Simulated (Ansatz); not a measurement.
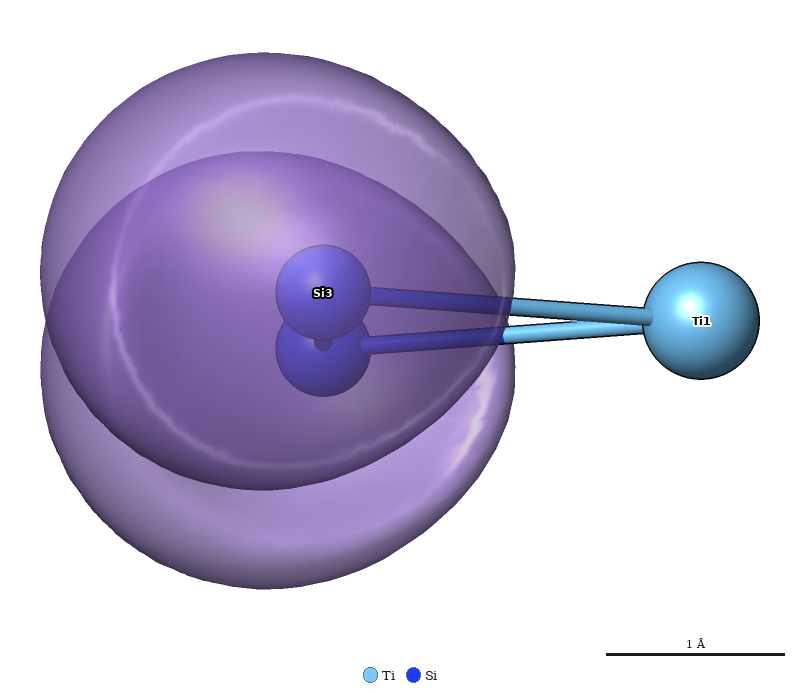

The picture shows: Si2Ti (triplet). Isosurface of the electron localisation function at 0.85 (purple), seen from one side. Core shells and regions of very low density are left out.

Geometry: PBE0-D4/def2-TZVP; ⟨S²⟩ = 2.08, above the pure value of 2.00.

These are results of UKS PBE0-D4/def2-TZVP in Ansatz, not measurements.

Input

```
crystal:
  periodic: [false, false, false]
  atoms:
    - {symbol: Ti, position_ang: [-0.572807, -1.276578, 0.226607]}
    - {symbol: Si, position_ang: [-0.497298, 1.099460, 0.503670]}
    - {symbol: Si, position_ang: [1.070105, 0.177118, -0.730277]}
basis:
  gaussian: {orbitals: def2-TZVP, initial_orbitals: start.molden}
magnetization: {spin_polarized: true, initial_magnetization: 2}
hamiltonian: {xc: pbe0, dispersion: d4}
output: {orbitals: {seedname: orbitals}}
```

Command:

```sh
ansatz run in.yaml --threads 4 --pin off --events-out ev --progress --plain --max-ram 3916MiB
```

Identify the bonds, lone pairs and shells in this picture.

Answer. The ELF exceeds this value in two lobes on Si, pointing away from the bonds (non-bonding electrons).

Values along the shortest contacts:
Si–Si (2.20 Å): the ELF peaks at about 0.80 between the atoms; a covalent bond. Ti–Si (2.39 Å): the ELF peaks at about 0.60 in the valence shell of Si, 1.0 Å from its nucleus, and is about 0.40 at the midpoint.
